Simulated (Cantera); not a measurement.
Charge: 1 mol BaF2, 4.8 mol H2, at 140 Pa.

These are equilibrium values from Cantera (NASA tables, ideal gas, pure condensed phases), not measurements of a reactor. Candidate condensed phases: Ba, BaF2; 14 gas species. Kinetics and transport are ignored.

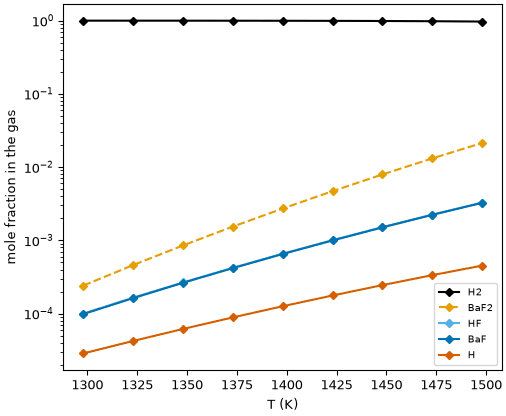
Figure: Equilibrium gas composition (values under 1e-9 drawn at 1e-9)

Task: Read off the mole fractions at 1298 K.

Result: H2 about 1.00, BaF2 about 0.00024, HF about 0.00010, BaF about 9.9e-5, H about 2.9e-5.
